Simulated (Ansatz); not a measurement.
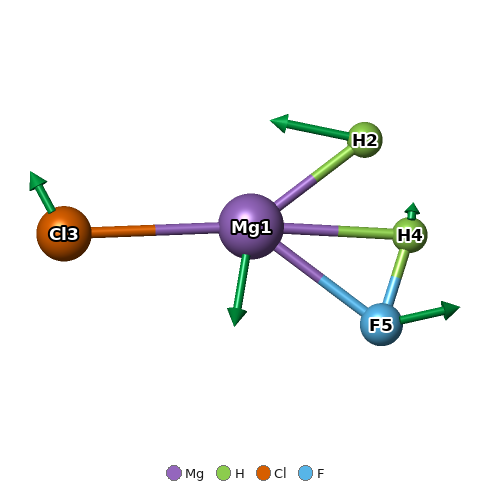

The arrows show one normal mode. Harmonic vibrations computed with RKS PBE0-D4/def2-SVP (Ansatz 0.2.0) at a stationary point of the same level. It is a saddle point of order 2.

What kind of motion is it?

Answer. Mostly angle bending.

Estimate its harmonic wavenumber.

Answer. 122 cm⁻¹; it is mode 3 of 9 counted from the lowest.
